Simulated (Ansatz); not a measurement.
## Fields on a plane of NbRu (space group P4/mmm)

```
CELL_PARAMETERS angstrom
      2.99925     0.00000     0.00000
      0.00000     2.99925     0.00000
      0.00000     0.00000     3.37532
ATOMIC_POSITIONS crystal
  Nb 0.00000 0.00000 0.00000
  Ru 0.50000 0.50000 0.50000
```

The slice is a (0 -1 1) plane (indices of the conventional cell) through the point (0.500, 0.500, 0.500) (fractional), spanned by u = [100] and v = [011] in vectors of this cell: u (3.00 Å) and v (4.52 Å, at 90° to u). It covers one period; positions are fractions (u, v).

Atoms on it: Nb at (0.50, 0.50); Ru at (0.00, 0.00).

These are LDA (plane waves to 420 eV, PAW, scalar-relativistic; Ansatz, an electronic-structure program) values and carry that method's errors. k mesh 15×15×14. Near the nuclei the fields are pseudised (PAW); where an atom keeps semicore shells as valence, they peak there. NbRu is run without spin polarisation. NbRu was relaxed with its symmetry unable to fall.

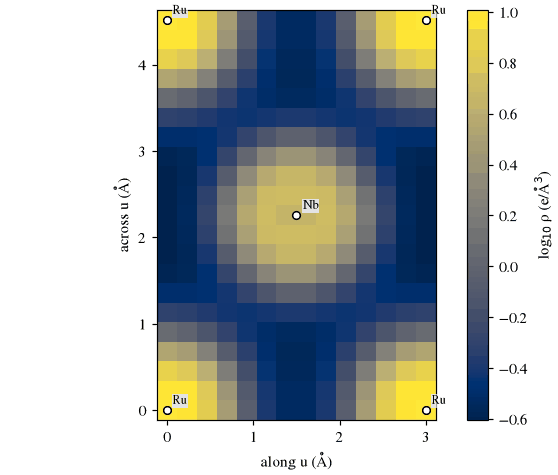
Log₁₀ of the valence density in e/Å³, one period of the plane, atoms marked. The scale is logarithmic, as a density can span decades between atoms and voids.

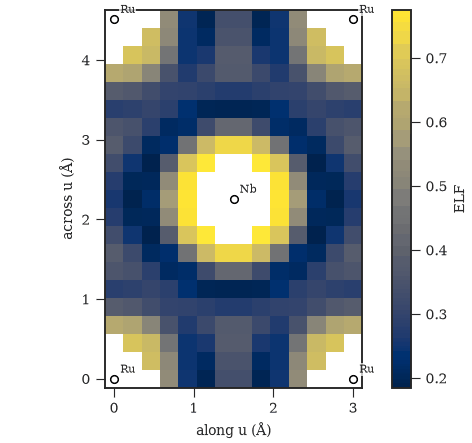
Figure: Electron localisation function (ELF), one period of the plane, atoms marked. Points within 0.5 Å of a nucleus are left white, as the pseudised field means little there.

* **Density on the Nb–Ru line (2.71 Å) at its density minimum, 1.3 Å from Nb**: 0.37 e/Å³
* **ELF at that point**: 0.2
